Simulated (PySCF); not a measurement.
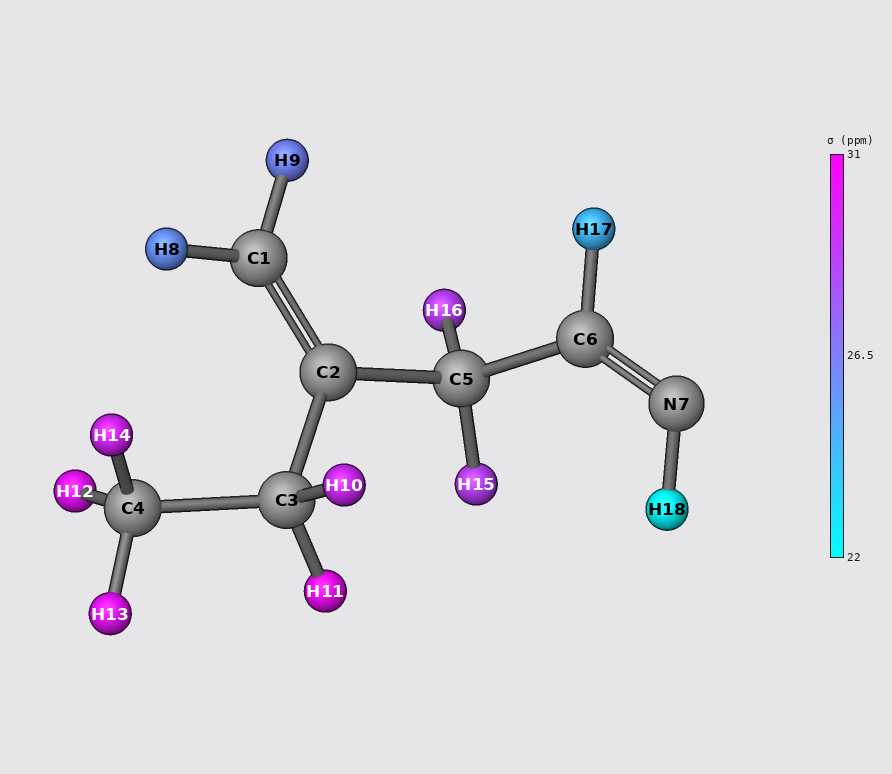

Atoms are coloured by their isotropic NMR shieldings (H only, the others grey). Geometry: a frame of a GFN2-xTB molecular-dynamics simulation, not a minimum. Method: GIAO PBE0/pcSseg-1 NMR shielding, non-relativistic, gas phase (PySCF 2.14.0).

List the isotropic NMR shieldings of the H atoms.

```csv
atom,σ (ppm)
H8,25.70
H9,26.21
H10,29.53
H11,30.64
H12,30.39
H13,30.33
H14,29.75
H15,28.78
H16,28.76
H17,24.34
H18,22.13
```
